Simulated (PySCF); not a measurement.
**Geometry relaxation, with input and output: GaF (part 2 of 2)**

GaF; UHF/cc-pvdz-dk, optimize (PySCF 2.14.0). Some settings of this run were made unusual or wrong on purpose.

Geometry of the input (Å):
```
Ga 0.0000  0.0000  0.0000
F  0.0000  0.0000  0.9631
```

## The program's output, continued
```
******** <class 'pyscf.x2c.sfx2c1e.SpinFreeX2CHelper'> ********
approx = 1e
xuncontract = 1
Freeze 0 electrons in irreps []
    40 free electrons in irreps A1 E1x E1y E2x E2y
Set gradient conv threshold to 3.16228e-05
init E= -2041.52294057014
alpha HOMO (A1) = -0.295351281073934  LUMO (E1x) = 0.0998137129968333
beta  HOMO (A1) = -0.29535128125945  LUMO (E1x) = 0.0998137130761823
  HOMO = -0.295351281074  LUMO = 0.0998137129968  gap/eV = 10.75299
cycle= 1 E= -2041.41527584524  delta_E= 0.108  |g|= 0.125  |ddm|= 0.255
alpha HOMO (A1) = -0.330486224050295  LUMO (E1x) = 0.0683554543909466
beta  HOMO (A1) = -0.330486224168975  LUMO (E1x) = 0.068355454444001
  HOMO = -0.33048622405  LUMO = 0.0683554543909  gap/eV = 10.85303
cycle= 2 E= -2041.41899349753  delta_E= -0.00372  |g|= 0.0766  |ddm|= 0.138
alpha HOMO (A1) = -0.326050918289189  LUMO (E1x) = 0.0717443662188444
beta  HOMO (A1) = -0.326050918384929  LUMO (E1x) = 0.0717443662581085
  HOMO = -0.326050918289  LUMO = 0.0717443662188  gap/eV = 10.82456
cycle= 3 E= -2041.42066815822  delta_E= -0.00167  |g|= 0.00501  |ddm|= 0.0376
alpha HOMO (A1) = -0.324642316369223  LUMO (E1x) = 0.0726685834992069
beta  HOMO (A1) = -0.324642316429209  LUMO (E1x) = 0.0726685835233942
  HOMO = -0.324642316369  LUMO = 0.0726685834992  gap/eV = 10.81138
cycle= 4 E= -2041.42068222873  delta_E= -1.41e-05  |g|= 0.00137  |ddm|= 0.00588
alpha HOMO (A1) = -0.324770097836883  LUMO (E1x) = 0.0726452931212931
beta  HOMO (A1) = -0.324770097872043  LUMO (E1x) = 0.0726452931354724
  HOMO = -0.324770097837  LUMO = 0.0726452931213  gap/eV = 10.81422
cycle= 5 E= -2041.42068336126  delta_E= -1.13e-06  |g|= 0.00017  |ddm|= 0.00264
alpha HOMO (A1) = -0.324772118778758  LUMO (E1x) = 0.072635897358643
beta  HOMO (A1) = -0.324772118797506  LUMO (E1x) = 0.0726358973663008
  HOMO = -0.324772118779  LUMO = 0.0726358973586  gap/eV = 10.81402
cycle= 6 E= -2041.42068338672  delta_E= -2.55e-08  |g|= 2.9e-05  |ddm|= 0.00032
alpha HOMO (A1) = -0.32477269300408  LUMO (E1x) = 0.0726340175604117
beta  HOMO (A1) = -0.324772693013442  LUMO (E1x) = 0.0726340175642615
  HOMO = -0.324772693004  LUMO = 0.0726340175604  gap/eV = 10.81399
cycle= 7 E= -2041.42068338753  delta_E= -8.01e-10  |g|= 3.58e-06  |ddm|= 7.09e-05
alpha HOMO (A1) = -0.324772506664202  LUMO (E1x) = 0.0726338447133892
beta  HOMO (A1) = -0.324772506670183  LUMO (E1x) = 0.0726338447158574
  HOMO = -0.324772506664  LUMO = 0.0726338447134  gap/eV = 10.81398
Extra cycle  E= -2041.42068338754  delta_E= -1.32e-11  |g|= 1.36e-06  |ddm|= 7.75e-06
converged SCF energy = -2041.42068338754  <S^2> = -1.4210855e-14  2S+1 = 1

******** <class 'pyscf.grad.rhf.Gradients_Scanner'> for <class 'pyscf.scf.hf.sfX2C1eSymAdaptedUHF_Scanner'> ********
unit = Eh/Bohr
--------------- sfX2C1eSymAdaptedUHF_Scanner gradients ---------------
         x                y                z
0 Ga     0.0000000000     0.0000000000     0.9559961480
1 F     0.0000000000     0.0000000000    -0.9559961480
----------------------------------------------
cycle 4: E = -2041.42068339  dE = -0.292054  norm(grad) = 1.35198
Step    3 : Displace = 5.803e-02/5.803e-02 (rms/max) Trust = 2.000e-01 (+) Grad = 9.560e-01/9.560e-01 (rms/max) E (change) = -2041.4206833875 (-2.921e-01) Quality = 1.487
Hessian Eigenvalues: 5.00000e-02 5.00000e-02 5.00000e-02 ... 5.00000e-02 5.00000e-02 3.81015e+00

Geometry optimization cycle 5
Cartesian coordinates (Angstrom)
 Atom        New coordinates             dX        dY        dZ
  Ga   0.000000   0.000000  -0.233118    0.000000  0.000000 -0.066387
   F   0.000000   0.000000   1.196220    0.000000  0.000000  0.066387
New geometry
   1 Ga     0.000000000000   0.000000000000  -0.233117542684 AA    0.000000000000   0.000000000000  -0.440528310504 Bohr
   2 F      0.000000000000   0.000000000000   1.196220066577 AA    0.000000000000   0.000000000000   2.260528310539 Bohr

******** <class 'pyscf.scf.hf.sfX2C1eSymAdaptedUHF_Scanner'> ********
method = sfX2C1eSymAdaptedUHF_Scanner
initial guess = minao
damping factor = 0
level_shift factor = 0
DIIS = <class 'pyscf.scf.diis.CDIIS'>
diis_start_cycle = 1
diis_space = 8
diis_damp = 0
SCF conv_tol = 1e-09
SCF conv_tol_grad = None
SCF max_cycles = 50
direct_scf = True
direct_scf_tol = 1e-13
number electrons alpha = 20  beta = 20

******** <class 'pyscf.x2c.sfx2c1e.SpinFreeX2CHelper'> ********
approx = 1e
xuncontract = 1
Freeze 0 electrons in irreps []
    40 free electrons in irreps A1 E1x E1y E2x E2y
Set gradient conv threshold to 3.16228e-05
init E= -2041.65901379661
alpha HOMO (A1) = -0.322045062571444  LUMO (E1x) = 0.0820078749065627
beta  HOMO (A1) = -0.322045062574564  LUMO (E1x) = 0.0820078749081787
  HOMO = -0.322045062571  LUMO = 0.0820078749066  gap/eV = 10.99484
cycle= 1 E= -2041.58782825118  delta_E= 0.0712  |g|= 0.0813  |ddm|= 0.202
alpha HOMO (A1) = -0.343164708566635  LUMO (E1x) = 0.06287878288938
beta  HOMO (A1) = -0.34316470856882  LUMO (E1x) = 0.0628787828904307
  HOMO = -0.343164708567  LUMO = 0.0628787828894  gap/eV = 11.04901
cycle= 2 E= -2041.58950655847  delta_E= -0.00168  |g|= 0.0483  |ddm|= 0.0891
alpha HOM
[...]
MO (A1) = -0.370235555608377  LUMO (E1x) = 0.0476066360251268
  HOMO = -0.370235555608  LUMO = 0.0476066360251  gap/eV = 11.37007
cycle= 2 E= -2041.70004897674  delta_E= -2.01e-05  |g|= 0.00527  |ddm|= 0.00829
alpha HOMO (A1) = -0.370207144369946  LUMO (E1x) = 0.0477022069702091
beta  HOMO (A1) = -0.370207144369944  LUMO (E1x) = 0.0477022069702091
  HOMO = -0.37020714437  LUMO = 0.0477022069702  gap/eV = 11.37189
cycle= 3 E= -2041.7000576701  delta_E= -8.69e-06  |g|= 0.000626  |ddm|= 0.00273
alpha HOMO (A1) = -0.370036009892303  LUMO (E1x) = 0.0477820506812474
beta  HOMO (A1) = -0.370036009892301  LUMO (E1x) = 0.0477820506812501
  HOMO = -0.370036009892  LUMO = 0.0477820506812  gap/eV = 11.36941
cycle= 4 E= -2041.70005816131  delta_E= -4.91e-07  |g|= 0.000208  |ddm|= 0.000995
alpha HOMO (A1) = -0.369994646393531  LUMO (E1x) = 0.0477949557120478
beta  HOMO (A1) = -0.369994646393532  LUMO (E1x) = 0.0477949557120487
  HOMO = -0.369994646394  LUMO = 0.047794955712  gap/eV = 11.36863
cycle= 5 E= -2041.70005823119  delta_E= -6.99e-08  |g|= 5.18e-05  |ddm|= 0.00041
alpha HOMO (A1) = -0.369987614329398  LUMO (E1x) = 0.0477925026807879
beta  HOMO (A1) = -0.369987614329397  LUMO (E1x) = 0.0477925026807879
  HOMO = -0.369987614329  LUMO = 0.0477925026808  gap/eV = 11.36838
cycle= 6 E= -2041.70005823501  delta_E= -3.82e-09  |g|= 8.15e-06  |ddm|= 0.000116
alpha HOMO (A1) = -0.369987670413133  LUMO (E1x) = 0.047791333464664
beta  HOMO (A1) = -0.369987670413133  LUMO (E1x) = 0.047791333464664
  HOMO = -0.369987670413  LUMO = 0.0477913334647  gap/eV = 11.36835
cycle= 7 E= -2041.70005823511  delta_E= -1.04e-10  |g|= 1.14e-06  |ddm|= 2.74e-05
alpha HOMO (A1) = -0.369987417435904  LUMO (E1x) = 0.0477914716503394
beta  HOMO (A1) = -0.3699874174359  LUMO (E1x) = 0.0477914716503394
  HOMO = -0.369987417436  LUMO = 0.0477914716503  gap/eV = 11.36834
Extra cycle  E= -2041.70005823511  delta_E= -1.36e-12  |g|= 4.49e-07  |ddm|= 1.89e-06
converged SCF energy = -2041.70005823511  <S^2> = 7.1054274e-15  2S+1 = 1

******** <class 'pyscf.grad.rhf.Gradients_Scanner'> for <class 'pyscf.scf.hf.sfX2C1eSymAdaptedUHF_Scanner'> ********
unit = Eh/Bohr
--------------- sfX2C1eSymAdaptedUHF_Scanner gradients ---------------
         x                y                z
0 Ga     0.0000000000     0.0000000000     0.0080716232
1 F     0.0000000000     0.0000000000    -0.0080716232
----------------------------------------------
cycle 9: E = -2041.70005824  dE = -0.00152764  norm(grad) = 0.011415
Step    8 : Displace = 2.084e-02/2.084e-02 (rms/max) Trust = 3.000e-01 (=) Grad = 8.072e-03/8.072e-03 (rms/max) E (change) = -2041.7000582351 (-1.528e-03) Quality = 1.230
Hessian Eigenvalues: 5.00000e-02 5.00000e-02 5.00000e-02 ... 5.00000e-02 5.00000e-02 2.98012e-01

Geometry optimization cycle 10
Cartesian coordinates (Angstrom)
 Atom        New coordinates             dX        dY        dZ
  Ga   0.000000   0.000000  -0.409943    0.000000  0.000000 -0.007166
   F   0.000000   0.000000   1.373046    0.000000  0.000000  0.007166
New geometry
   1 Ga     0.000000000000   0.000000000000  -0.409943300843 AA    0.000000000000   0.000000000000  -0.774680565193 Bohr
   2 F      0.000000000000   0.000000000000   1.373045824748 AA    0.000000000000   0.000000000000   2.594680565251 Bohr

******** <class 'pyscf.scf.hf.sfX2C1eSymAdaptedUHF_Scanner'> ********
method = sfX2C1eSymAdaptedUHF_Scanner
initial guess = minao
damping factor = 0
level_shift factor = 0
DIIS = <class 'pyscf.scf.diis.CDIIS'>
diis_start_cycle = 1
diis_space = 8
diis_damp = 0
SCF conv_tol = 1e-09
SCF conv_tol_grad = None
SCF max_cycles = 50
direct_scf = True
direct_scf_tol = 1e-13
number electrons alpha = 20  beta = 20

******** <class 'pyscf.x2c.sfx2c1e.SpinFreeX2CHelper'> ********
approx = 1e
xuncontract = 1
Freeze 0 electrons in irreps []
    40 free electrons in irreps A1 E1x E1y E2x E2y
Set gradient conv threshold to 3.16228e-05
init E= -2041.69578811752
alpha HOMO (A1) = -0.372512584829777  LUMO (E1x) = 0.0461583784193067
beta  HOMO (A1) = -0.37251258482978  LUMO (E1x) = 0.0461583784193076
  HOMO = -0.37251258483  LUMO = 0.0461583784193  gap/eV = 11.39262
cycle= 1 E= -2041.70017721225  delta_E= -0.00439  |g|= 0.00289  |ddm|= 0.00979
alpha HOMO (A1) = -0.371275336716728  LUMO (E1x) = 0.0469479934182235
beta  HOMO (A1) = -0.37127533671673  LUMO (E1x) = 0.046947993418228
  HOMO = -0.371275336717  LUMO = 0.0469479934182  gap/eV = 11.38044
cycle= 2 E= -2041.70017975799  delta_E= -2.55e-06  |g|= 0.00201  |ddm|= 0.00295
alpha HOMO (A1) = -0.371282186119384  LUMO (E1x) = 0.0469762336894854
beta  HOMO (A1) = -0.371282186119386  LUMO (E1x) = 0.0469762336894863
  HOMO = -0.371282186119  LUMO = 0.0469762336895  gap/eV = 11.38139
cycle= 3 E= -2041.70018101433  delta_E= -1.26e-06  |g|= 0.000206  |ddm|= 0.00103
alpha HOMO (A1) = -0.371229521302985  LUMO (E1x) = 0.0469998348811318
beta  HOMO (A1) = -0.371229521302986  LUMO (E1x) = 0.0469998348811336
  HOMO = -0.371229521303  LUMO = 0.0469998348811  gap/eV = 11.38060
cycle= 4 E= -2041.70018106976  delta_E= -5.54e-08  |g|= 7.14e-05  |ddm|= 0.000337
alpha HOMO (A1) = -0.371213409475931  LUMO (E1x) = 0.0470053797563894
beta  HOMO (A1) = -0.371213409475931  LUMO (E1x) = 0.0470053797563885
  HOMO = -0.371213409476  LUMO = 0.0470053797564  gap/eV = 11.38031
cycle= 5 E= -2041.70018107818  delta_E= -8.42e-09  |g|= 1.76e-05  |ddm|= 0.000145
alpha HOMO (A1) = -0.371211360700217  LUMO (E1x) = 0.0470043297969243
beta  HOMO (A1) = -0.371211360700218  LUMO (E1x) = 0.0470043297969243
  HOMO = -0.3712113607  LUMO = 0.0470043297969  gap/eV = 11.38023
cycle= 6 E= -2041.70018107863  delta_E= -4.44e-10  |g|= 2.66e-06  |ddm|= 3.94e-05
alpha HOMO (A1) = -0.371211326719951  LUMO (E1x) = 0.0470041437388105
beta  HOMO (A1) = -0.371211326719949  LUMO (E1x) = 0.0470041437388105
  HOMO = -0.37121132672  LUMO = 0.0470041437388  gap/eV = 11.38022
Extra cycle  E= -2041.70018107863  delta_E= -9.55e-12  |g|= 1.14e-06  |ddm|= 6.07e-06
converged SCF energy = -2041.70018107863  <S^2> = -1.7763568e-14  2S+1 = 1

******** <class 'pyscf.grad.rhf.Gradients_Scanner'> for <class 'pyscf.scf.hf.sfX2C1eSymAdaptedUHF_Scanner'> ********
unit = Eh/Bohr
--------------- sfX2C1eSymAdaptedUHF_Scanner gradients ---------------
         x                y                z
0 Ga     0.0000000000     0.0000000000     0.0010851674
1 F     0.0000000000     0.0000000000    -0.0010851674
----------------------------------------------
cycle 10: E = -2041.70018108  dE = -0.000122844  norm(grad) = 0.00153466
Step    9 : Displace = 7.166e-03/7.166e-03 (rms/max) Trust = 3.000e-01 (=) Grad = 1.085e-03/1.085e-03 (rms/max) E (change) = -2041.7001810786 (-1.228e-04) Quality = 1.124
Hessian Eigenvalues: 5.00000e-02 5.00000e-02 5.00000e-02 ... 5.00000e-02 5.00000e-02 2.57947e-01

Geometry optimization cycle 11
Cartesian coordinates (Angstrom)
 Atom        New coordinates             dX        dY        dZ
  Ga   0.000000   0.000000  -0.411056    0.000000  0.000000 -0.001113
   F   0.000000   0.000000   1.374159    0.000000  0.000000  0.001113
New geometry
   1 Ga     0.000000000000   0.000000000000  -0.411056411026 AA    0.000000000000   0.000000000000  -0.776784038587 Bohr
   2 F      0.000000000000   0.000000000000   1.374158934932 AA    0.000000000000   0.000000000000   2.596784038645 Bohr

******** <class 'pyscf.scf.hf.sfX2C1eSymAdaptedUHF_Scanner'> ********
method = sfX2C1eSymAdaptedUHF_Scanner
initial guess = minao
damping factor = 0
level_shift factor = 0
DIIS = <class 'pyscf.scf.diis.CDIIS'>
diis_start_cycle = 1
diis_space = 8
diis_damp = 0
SCF conv_tol = 1e-09
SCF conv_tol_grad = None
SCF max_cycles = 50
direct_scf = True
direct_scf_tol = 1e-13
number electrons alpha = 20  beta = 20

******** <class 'pyscf.x2c.sfx2c1e.SpinFreeX2CHelper'> ********
approx = 1e
xuncontract = 1
Freeze 0 electrons in irreps []
    40 free electrons in irreps A1 E1x E1y E2x E2y
Set gradient conv threshold to 3.16228e-05
init E= -2041.69947984656
alpha HOMO (A1) = -0.371606955145142  LUMO (E1x) = 0.0467473397957914
beta  HOMO (A1) = -0.371606955145144  LUMO (E1x) = 0.0467473397957923
  HOMO = -0.371606955145  LUMO = 0.0467473397958  gap/eV = 11.38400
cycle= 1 E= -2041.70018335682  delta_E= -0.000704  |g|= 0.000458  |ddm|= 0.00152
alpha HOMO (A1) = -0.371409313848289  LUMO (E1x) = 0.0468732812511847
beta  HOMO (A1) = -0.371409313848288  LUMO (E1x) = 0.0468732812511838
  HOMO = -0.371409313848  LUMO = 0.0468732812512  gap/eV = 11.38205
cycle= 2 E= -2041.70018341952  delta_E= -6.27e-08  |g|= 0.000321  |ddm|= 0.000463
alpha HOMO (A1) = -0.37141102425776  LUMO (E1x) = 0.0468774286220075
beta  HOMO (A1) = -0.371411024257761  LUMO (E1x) = 0.0468774286220057
  HOMO = -0.371411024258  LUMO = 0.046877428622  gap/eV = 11.38221
cycle= 3 E= -2041.70018345134  delta_E= -3.18e-08  |g|= 3.18e-05  |ddm|= 0.000163
alpha HOMO (A1) = -0.371403126619315  LUMO (E1x) = 0.0468808967511043
beta  HOMO (A1) = -0.371403126619312  LUMO (E1x) = 0.0468808967511034
  HOMO = -0.371403126619  LUMO = 0.0468808967511  gap/eV = 11.38209
cycle= 4 E= -2041.70018345267  delta_E= -1.33e-09  |g|= 1.11e-05  |ddm|= 5.22e-05
alpha HOMO (A1) = -0.37140054148464  LUMO (E1x) = 0.0468817996235424
beta  HOMO (A1) = -0.37140054148464  LUMO (E1x) = 0.0468817996235424
  HOMO = -0.371400541485  LUMO = 0.0468817996235  gap/eV = 11.38204
cycle= 5 E= -2041.70018345287  delta_E= -2.06e-10  |g|= 2.74e-06  |ddm|= 2.28e-05
alpha HOMO (A1) = -0.371400399464015  LUMO (E1x) = 0.0468816359621789
beta  HOMO (A1) = -0.371400399464012  LUMO (E1x) = 0.0468816359621815
  HOMO = -0.371400399464  LUMO = 0.0468816359622  gap/eV = 11.38203
Extra cycle  E= -2041.70018345288  delta_E= -8.64e-12  |g|= 1.31e-06  |ddm|= 4.12e-06
converged SCF energy = -2041.70018345288  <S^2> = -1.0658141e-14  2S+1 = 1

******** <class 'pyscf.grad.rhf.Gradients_Scanner'> for <class 'pyscf.scf.hf.sfX2C1eSymAdaptedUHF_Scanner'> ********
unit = Eh/Bohr
--------------- sfX2C1eSymAdaptedUHF_Scanner gradients ---------------
         x                y                z
0 Ga     0.0000000000     0.0000000000     0.0000453433
1 F     0.0000000000     0.0000000000    -0.0000453433
----------------------------------------------
cycle 11: E = -2041.70018345  dE = -2.37425e-06  norm(grad) = 6.41251e-05
Step   10 : Displace = 1.113e-03/1.113e-03 (rms/max) Trust = 3.000e-01 (=) Grad = 4.534e-05/4.534e-05 (rms/max) E (change) = -2041.7001834529 (-2.374e-06) Quality = 1.040
Hessian Eigenvalues: 5.00000e-02 5.00000e-02 5.00000e-02 ... 5.00000e-02 5.00000e-02 2.47168e-01

Geometry optimization cycle 12
Cartesian coordinates (Angstrom)
 Atom        New coordinates             dX        dY        dZ
  Ga   0.000000   0.000000  -0.411105    0.000000  0.000000 -0.000049
   F   0.000000   0.000000   1.374207    0.000000  0.000000  0.000049
New geometry
   1 Ga     0.000000000000   0.000000000000  -0.411104950120 AA    0.000000000000   0.000000000000  -0.776875764180 Bohr
   2 F      0.000000000000   0.000000000000   1.374207474025 AA    0.000000000000   0.000000000000   2.596875764237 Bohr

******** <class 'pyscf.scf.hf.sfX2C1eSymAdaptedUHF_Scanner'> ********
method = sfX2C1eSymAdaptedUHF_Scanner
initial guess = minao
damping factor = 0
level_shift factor = 0
DIIS = <class 'pyscf.scf.diis.CDIIS'>
diis_start_cycle = 1
diis_space = 8
diis_damp = 0
SCF conv_tol = 1e-09
SCF conv_tol_grad = None
SCF max_cycles = 50
direct_scf = True
direct_scf_tol = 1e-13
number electrons alpha = 20  beta = 20

******** <class 'pyscf.x2c.sfx2c1e.SpinFreeX2CHelper'> ********
approx = 1e
xuncontract = 1
Freeze 0 electrons in irreps []
    40 free electrons in irreps A1 E1x E1y E2x E2y
Set gradient conv threshold to 3.16228e-05
init E= -2041.70015262334
alpha HOMO (A1) = -0.371417613942531  LUMO (E1x) = 0.0468703893353499
beta  HOMO (A1) = -0.371417613942532  LUMO (E1x) = 0.046870389335349
  HOMO = -0.371417613943  LUMO = 0.0468703893353  gap/eV = 11.38220
cycle= 1 E= -2041.70018345693  delta_E= -3.08e-05  |g|= 2.05e-05  |ddm|= 6.57e-05
alpha HOMO (A1) = -0.371408883644574  LUMO (E1x) = 0.0468758909101146
beta  HOMO (A1) = -0.371408883644572  LUMO (E1x) = 0.0468758909101137
  HOMO = -0.371408883645  LUMO = 0.0468758909101  gap/eV = 11.38211
cycle= 2 E= -2041.70018345706  delta_E= -1.28e-10  |g|= 1.44e-05  |ddm|= 2.07e-05
alpha HOMO (A1) = -0.371409003386353  LUMO (E1x) = 0.0468761894981897
beta  HOMO (A1) = -0.371409003386354  LUMO (E1x) = 0.0468761894981888
  HOMO = -0.371409003386  LUMO = 0.0468761894982  gap/eV = 11.38212
Extra cycle  E= -2041.7001834571  delta_E= -3.55e-11  |g|= 9.95e-06  |ddm|= 1.22e-05
converged SCF energy = -2041.7001834571  <S^2> = -2.1316282e-14  2S+1 = 1

******** <class 'pyscf.grad.rhf.Gradients_Scanner'> for <class 'pyscf.scf.hf.sfX2C1eSymAdaptedUHF_Scanner'> ********
unit = Eh/Bohr
--------------- sfX2C1eSymAdaptedUHF_Scanner gradients ---------------
         x                y                z
0 Ga     0.0000000000     0.0000000000     0.0000011173
1 F     0.0000000000     0.0000000000    -0.0000011173
----------------------------------------------
cycle 12: E = -2041.70018346  dE = -4.21664e-09  norm(grad) = 1.58012e-06
```

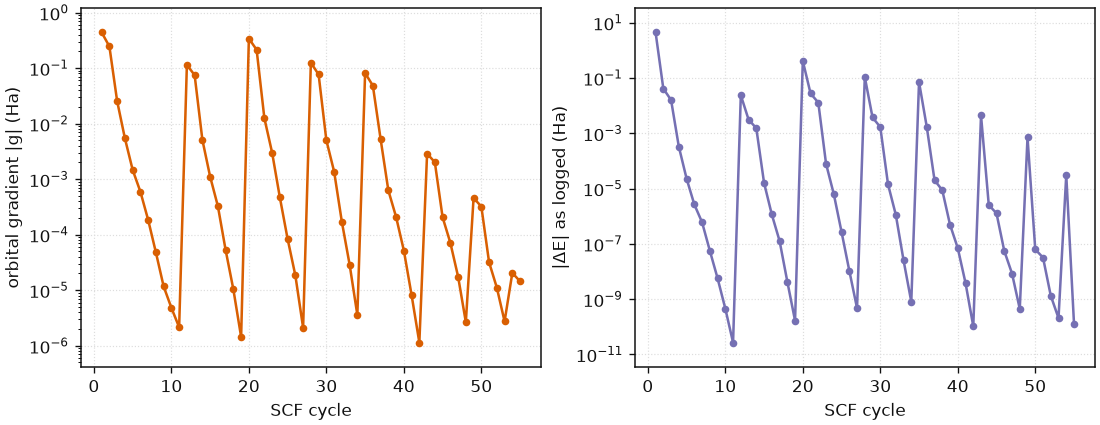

Convergence of the self-consistent field: orbital gradient |g| and size of the energy change against the SCF cycle. All cycles printed in the log are drawn one after another.

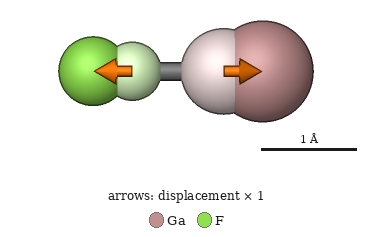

Start (faint) and end (solid) with the displacements as orange arrows, at true length (ball-and-stick view, seen on its broad side). The two geometries are laid on each other by the best rigid fit. The largest moves after the best rigid fit, 0.41 Å, are those of Ga1 and F2. Largest moves by element: Ga 0.41 Å, F 0.41 Å. Among the contacts that change: Ga1–F2 0.963 → 1.785 Å. (Atoms are counted from 1 in the order of the input.)

```
Step   11 : Displace = 4.854e-05/4.854e-05 (rms/max) Trust = 3.000e-01 (=) Grad = 1.117e-06/1.117e-06 (rms/max) E (change) = -2041.7001834571 (-4.217e-09) Quality = 1.014
Hessian Eigenvalues: 5.00000e-02 5.00000e-02 5.00000e-02 ... 5.00000e-02 5.00000e-02 2.47168e-01
Converged! =D

    #| If this code has benefited your research, please support us by citing: |#
    #| Wang, L.-P.; Song, C.C. (2016) "Geometry optimization made simple with |#
    #| translation and rotation coordinates", J. Chem, Phys. 144, 214108.     |#
    #|                                     |#
optimised geometry (angstrom)
Ga          0.00000000        0.00000000       -0.41110495
F           0.00000000        0.00000000        1.37420747
orbital energies (hartree): [array([-0.7699, -0.6164, -0.2636,  0.0854,  0.0854,  0.141 ]), array([-0.7699, -0.6164, -0.2636,  0.0854,  0.0854,  0.141 ])]
```

## Outcome

```tsv
quantity	value
outcome	converged
SCF energy at the first geometry	−2039.746885 hartree
hardware	1 CPU thread, shared host
wall time	13 s
```

Some settings of this run were drawn to be unusual or wrong. It converged; results that depend on the unusual settings are not reference values.
